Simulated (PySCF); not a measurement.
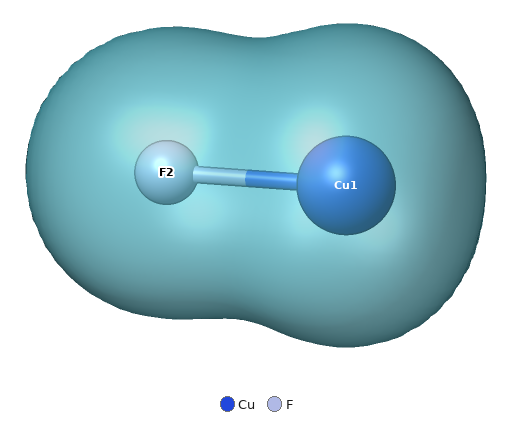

CuF. Isosurface of the electron density at 0.05 e/Å³ (cyan), seen from one side.

The calculation used PySCF 2.14.0, PBE0/cc-pVDZ(-PP), non-relativistic Hamiltonian with scalar-relativistic core potentials where named, at a bond length of 1.738 Å.

```xyz
2

Cu    0.0000    0.0000   -0.4030
F     0.0000    0.0000    1.3350
```

**How is the density connected at this value?**

At this value the surface is in one piece. It bridges the sampled Cu–F (1.74 Å) contact, where the density stays above the isovalue. On the grid the lowest density along these lines, outside the cores, is 0.85 e/Å³ (Cu–F, 1.74 Å).
